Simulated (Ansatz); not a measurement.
# GaH$_{10}$NOSi$_{2}$Sn: what the fields show

Input

```
crystal:
  periodic: [false, false, false]
  atoms:
    - {symbol: N, position_ang: [0.403719, -1.845411, 1.202015]}
    - {symbol: Sn, position_ang: [1.347726, -0.271642, 0.284443]}
    - {symbol: Ga, position_ang: [2.213993, -1.141257, -2.027589]}
    - {symbol: Si, position_ang: [-0.507598, 1.520623, 0.189148]}
    - {symbol: O, position_ang: [-0.702587, 2.331643, 1.625607]}
    - {symbol: Si, position_ang: [-2.512911, 0.417569, -0.282005]}
    - {symbol: H, position_ang: [0.111341, -1.630643, 2.147752]}
    - {symbol: H, position_ang: [0.978129, -2.677781, 1.250520]}
    - {symbol: H, position_ang: [2.658127, 0.320136, 1.252552]}
    - {symbol: H, position_ang: [2.844266, -0.143479, -3.067750]}
    - {symbol: H, position_ang: [2.097059, -2.663754, -2.405981]}
    - {symbol: H, position_ang: [-0.177295, 2.474294, -0.915050]}
    - {symbol: H, position_ang: [0.054005, 2.815552, 1.960809]}
    - {symbol: H, position_ang: [-3.631654, 1.371366, -0.516482]}
    - {symbol: H, position_ang: [-2.297166, -0.376447, -1.523696]}
    - {symbol: H, position_ang: [-2.879153, -0.500769, 0.825699]}
basis:
  gaussian: {orbitals: def2-TZVPP}
hamiltonian: {xc: pbe0, dispersion: d4}
output: {orbitals: {seedname: orbitals}}
```

Run with:

```sh
ansatz run in.yaml --threads 2 --pin off --events-out ev --progress --plain --max-ram 20480MiB --backend cuda --devices 0, --max-vram 18GiB
```

Geometry: PBE0-D4/def2-TZVP; core potentials replace the inner electrons of Sn.

Computed with RKS PBE0-D4/def2-TZVPP (Ansatz 0.2.0).

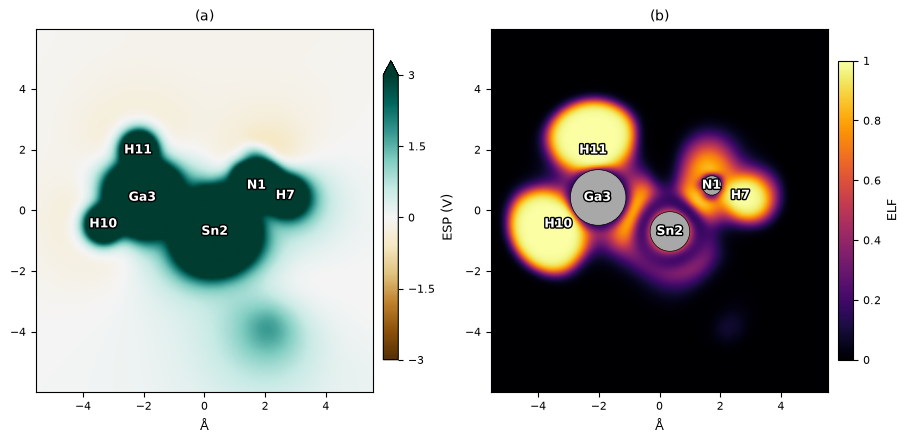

Figure 1. (a) electrostatic potential; (b) electron localisation function on the plane of atoms N1, Sn2 and Ga3. Grey discs cover the atomic cores in the ELF map.

Describe what can be read from this map.

Answer. Atoms in the plane: N, Sn, Ga and H. Sn–N (2.05 Å): the ELF peaks at about 0.85 in the valence shell of N, 0.7 Å from its nucleus, and drops to about 0.15 between the two atoms. Ga–Sn (2.62 Å): the ELF peaks at about 0.80 between the atoms; localised, covalent bonding. N–H (1.01 Å): the ELF climbs to about 1 towards the hydrogen, as it does in any bond to H: a covalent bond by its length. Outside the dense part of the molecule the potential is most negative (−0.5 V) near H8, which lies off the plane.

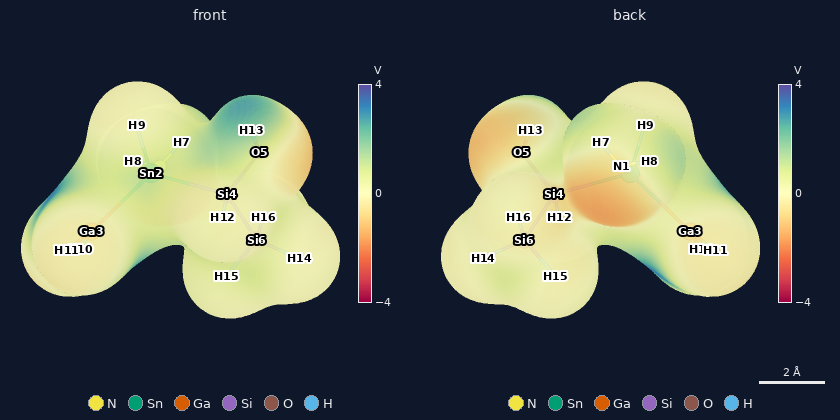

Figure 2. The molecular electrostatic potential painted on the density surface at 0.002 e/bohr³, seen from the front and from behind; the colour scale runs from red (negative) to blue (positive).

Where is the surface potential most negative and most positive?

Answer. The most negative region (about −1.7 V) lies over N1, the most positive (about +3.0 V) over Ga3. N1 is the likeliest acceptor of a hydrogen bond.

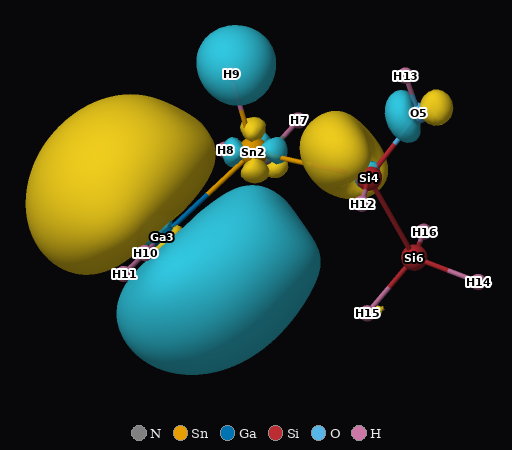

Figure 3. The LUMO at ±0.05 Å⁻³ᐟ² (yellow and cyan are the two phases), seen at a tilt.

What is the character of this orbital?

Answer. Its weight (Hirshfeld) is mainly on Ga3 (about 70 %) and Sn2 (about 15 %). Its energy is −2.23 eV.

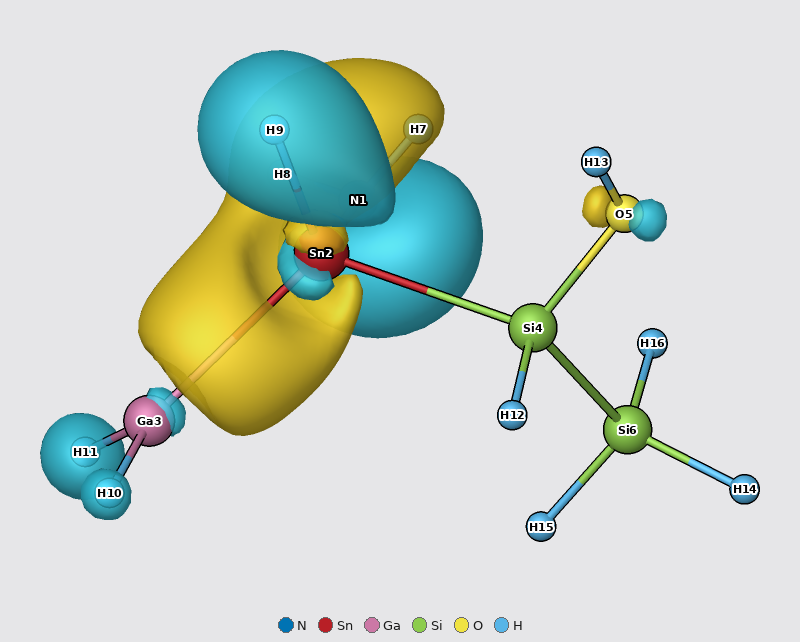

Figure 4. The HOMO−1 at ±0.1 Å⁻³ᐟ² (yellow and cyan are the two phases), seen across its widest extent.

Describe this orbital and give its energy.

Answer. It lies mainly on N1 (about 50 %), Sn2 (about 20 %), H9 (about 10 %) and Ga3 (about 10 %). Its energy is −7.03 eV.
